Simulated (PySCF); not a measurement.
# CH10FNSi3: what the fields show

```xyz
16

C     2.2565   -0.4930    0.5425
Si    0.9286    0.0320   -0.6938
F     1.2987    1.5259   -1.1873
N    -0.6474    0.1129    0.0227
Si   -1.3147   -1.3176    0.7640
Si   -1.4725    1.6553    0.1012
H     2.0521   -1.4805    0.9434
H     2.3069    0.2003    1.3786
H     3.2366   -0.5179    0.0759
H     0.8983   -0.7369   -1.9314
H    -0.6187   -2.4686    0.1863
H    -1.0972   -1.2720    2.2147
H    -2.7422   -1.3674    0.4550
H    -2.7902    1.3886    0.6757
H    -1.5845    2.1824   -1.2571
H    -0.7180    2.5655    0.9658
```

Geometry: GFN2-xTB.

Level of theory: PBE0/pcSseg-1, SCF density, gas phase, non-relativistic (PySCF).

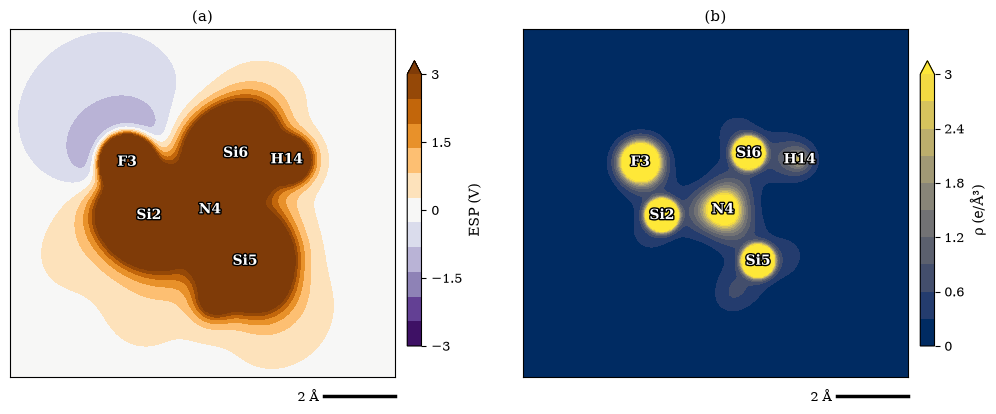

Figure 1. (a) molecular electrostatic potential; (b) total electron density on the plane of atoms Si2, N4 and Si5.

> What do the fields say about this system?

- The plane passes through Si, F, N and H nuclei.
- Si–F (1.62 Å): ρ is about 1.1 e/Å³ halfway.
- Si–N (1.73 Å): the density is about 1.1 e/Å³ at the midpoint.
- Si–H (1.46 Å): ρ is about 0.81 e/Å³ halfway.
- Outside the dense part of the molecule the potential is most negative (−1.2 V) near F3.

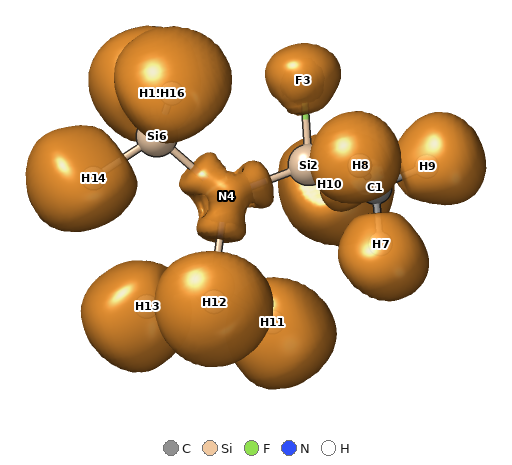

Figure 2. Isosurface of the ELF at 0.8 (orange), seen across its widest extent. Core shells and regions of very low density are left out.

> Describe the localisation domains.

At this value the surface marks out one region between bonded C–Si atoms (shared pairs), ten regions around hydrogen nuclei, one region on N in which the atom's valence shell and bonds are merged and one region wrapped around F (its lone pairs, merged into a ring or cap). Along the contacts the grid gives the following. Si–F (1.62 Å): the ELF peaks at about 0.85 in the valence shell of F, 0.6 Å from its nucleus, and is about 0.50 at the midpoint. Si–N (1.73 Å): the ELF peaks at about 0.90 between the atoms; a shared but strongly polarised pair.

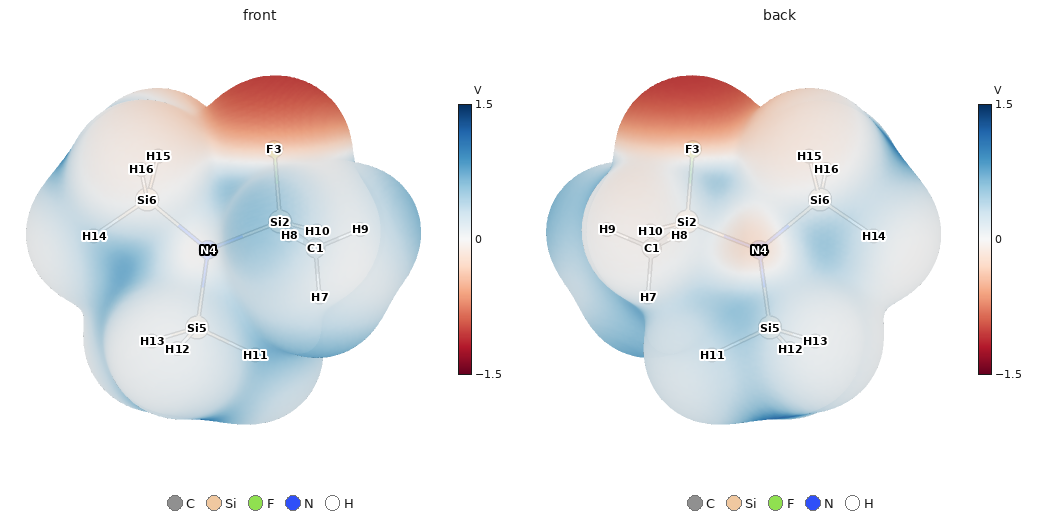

Figure 3. The electrostatic potential painted on the density surface at 0.001 e/bohr³, seen from the front and from behind; the colour scale runs from red (negative) to blue (positive).

> Describe the electrostatic potential map.

The most negative region (about −1.0 V, or −23 kcal/mol for a unit charge) lies over F3, the most positive (about +1.0 V, or +23 kcal/mol for a unit charge) over Si5 and Si6.

> What dipole moment does the calculation give?

Its dipole moment is 1.68 D.
